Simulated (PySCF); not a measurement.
Vertical excitations of a molecule CH₈Cl₂Si₃ from TDA-B3LYP/def2-SVPD (PySCF), as energy in eV (oscillator strength): 6.41 (0.034), 6.51 (0.022), 6.97 (0.120), 7.21 (0.020), 7.33 (0.046), 7.33 (0.008). Lowest triplet (TDA): 5.79 eV. The structure is a stationary point at B3LYP-D3(BJ)/def2-SVP. One conformer was computed; it need not be the lowest.

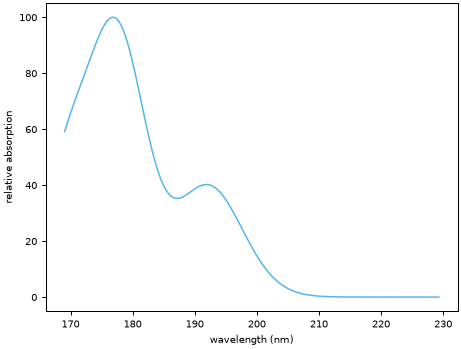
Figure: The lines broadened by 0.4 eV.

Question: Identify the compound among the candidates.
A) C[SiH2][Si]([SiH3])(Cl)Cl
B) C[SiH]([SiH2]Cl)[SiH2]Cl
C) [SiH3]C[Si]([SiH3])(Cl)Cl
D) C[Si@H](Cl)[Si@H]([SiH3])Cl

Answer: C, [SiH3]C[Si]([SiH3])(Cl)Cl
